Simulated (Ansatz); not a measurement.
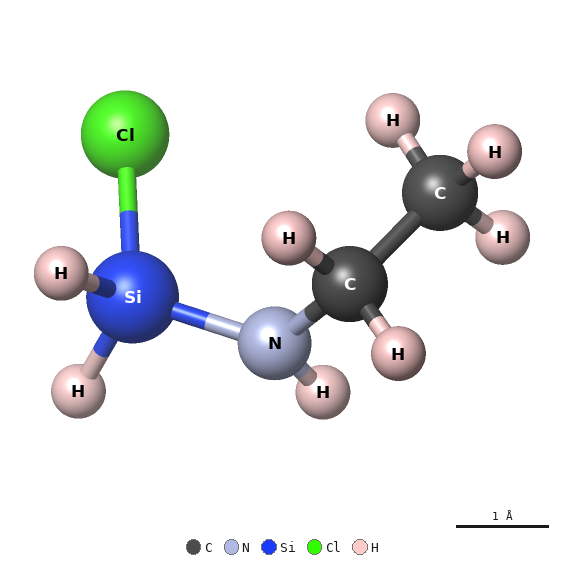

Ball-and-stick drawing of a structure.

Computed geometry: PBE0-D4/def2-TZVP optimisation.

Description:

Formula C₂H₈ClNSi. Its SMILES string is `CCN[SiH2]Cl`. It has no ring. Among its groups: Si–H bond, Si–N bond. The point group is C1. Coordination, clear cases only: 2 C tetrahedral; 1 Si tetrahedral.

The parts below concern this one geometry. Atoms keep their numbers from picture to picture.

**Geometry**

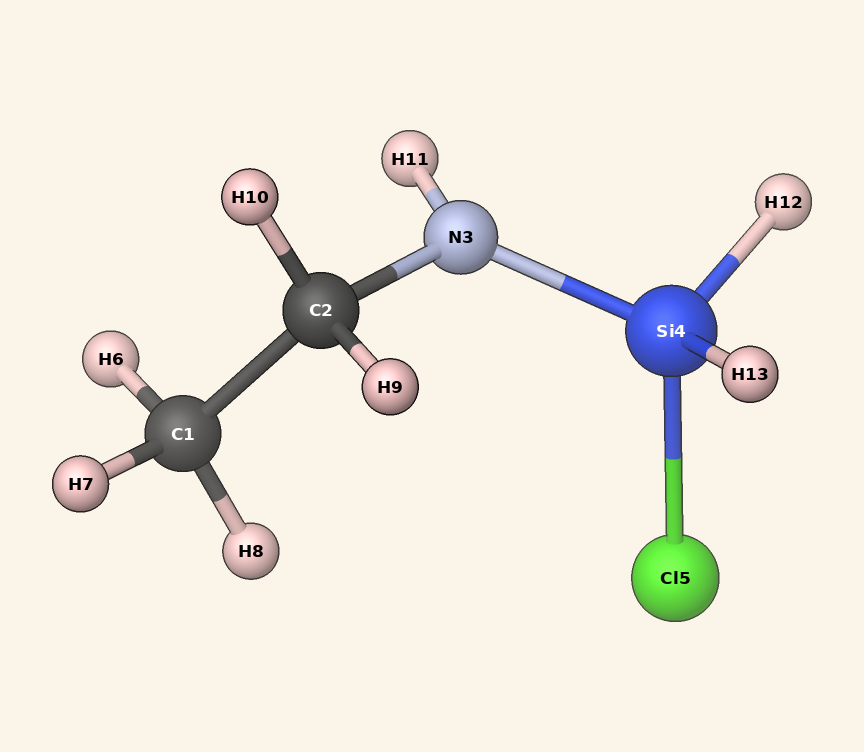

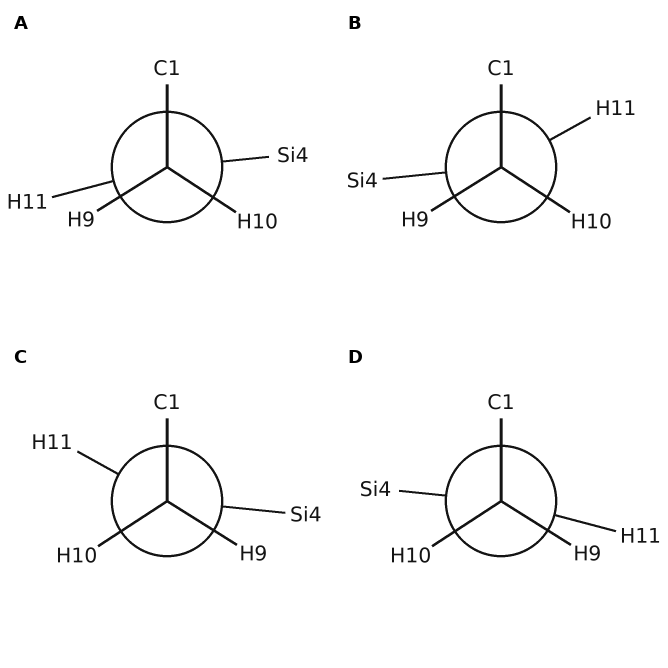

Atoms fade into the background with distance from the viewer. Bonds that would overlap in a projection are set slightly apart.

> Which Newman projection shows the view along C2–N3, with C2 in front?

B. The torsion angle C1–C2–N3–Si4 is −96°, about perpendicular.

**Vibrations**

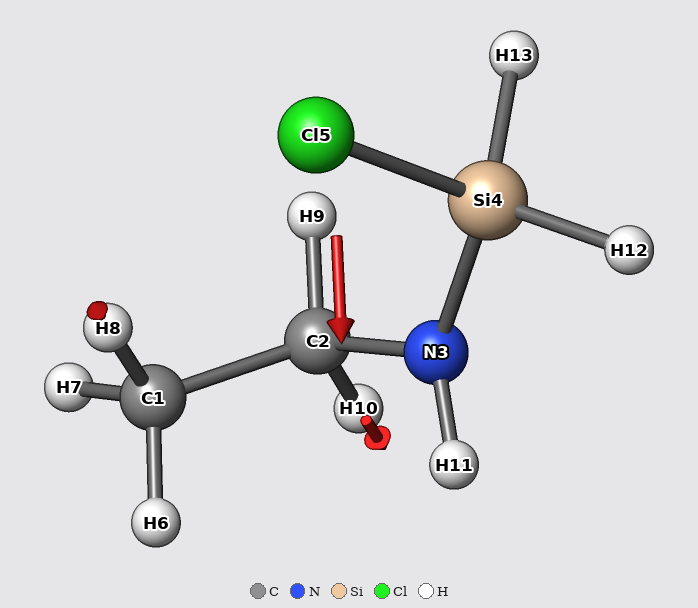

The arrows show one normal mode. Harmonic vibrations computed with RKS PBE0-D4/def2-TZVP (Ansatz 0.2.0) at a stationary point of the same level.

> What kind of motion is it?

Mostly out-of-phase stretching of 2 C–H bonds.

> Estimate its harmonic wavenumber.

3074 cm⁻¹; it is mode 30 of 33 counted from the lowest.

**Dipole moment**

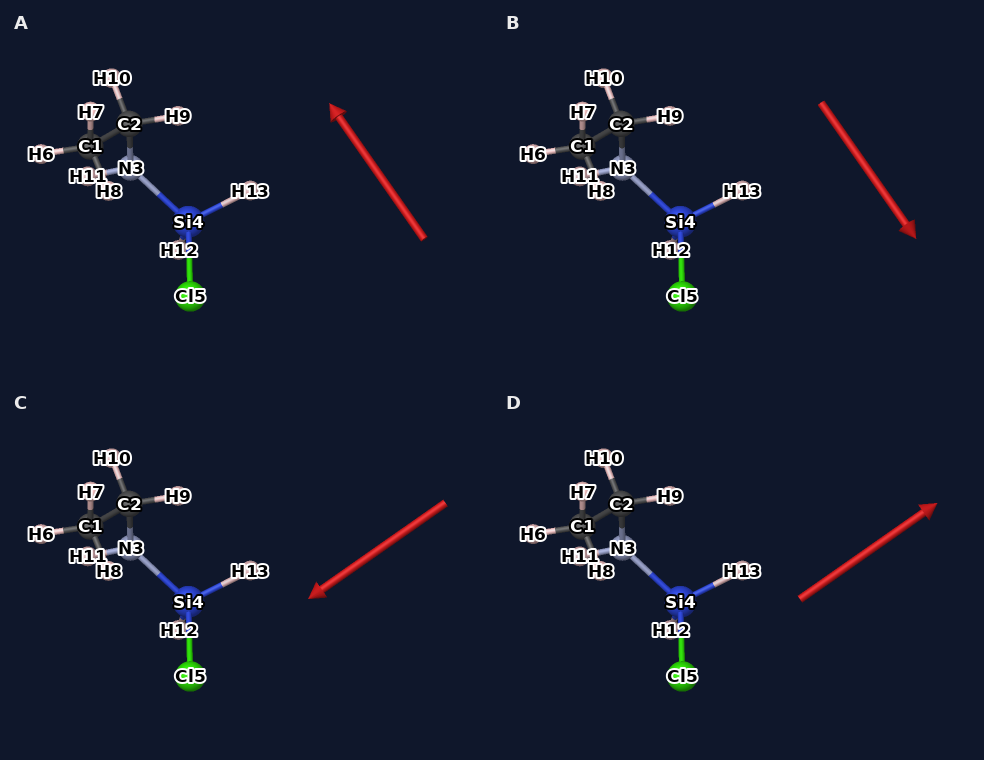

The same molecule four times, each with an arrow. Properties computed with RKS PBE0-D4/def2-TZVP (Ansatz 0.2.0).

> Which arrow points along the dipole moment, from the negative to the positive end?

A. The dipole moment is 2.25 D; it points from the side of Cl5 to the side of H10 (the outermost atoms at the two ends).

**Charges**

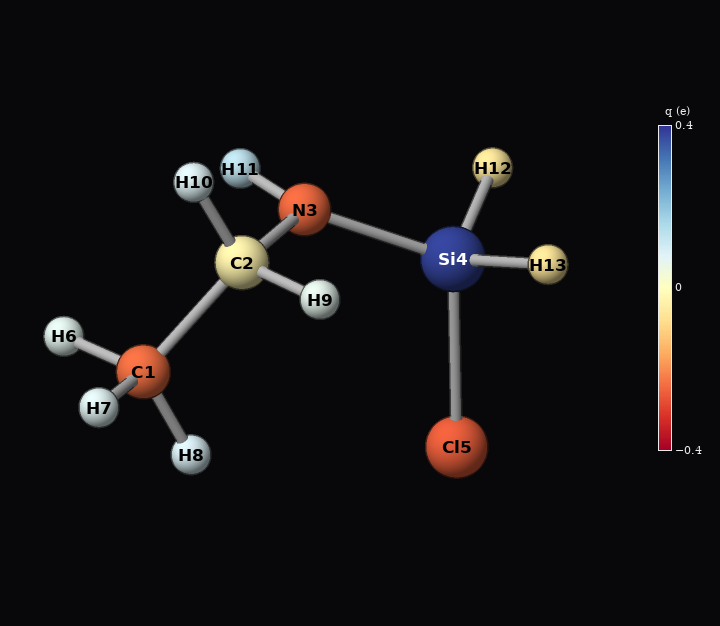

Atoms are coloured by their Mulliken charges. Method: RKS PBE-D4/def2-TZVPP (Ansatz 0.2.0).

List the Mulliken charges.

```csv
atom,value (e)
C1,−0.23
C2,−0.03
N3,−0.24
Si4,0.38
Cl5,−0.25
H6,0.07
H7,0.07
H8,0.09
H9,0.06
H10,0.08
H11,0.13
H12,−0.06
H13,−0.06
```

Mulliken values depend strongly on the basis set and can even reverse the polarity of a bond.
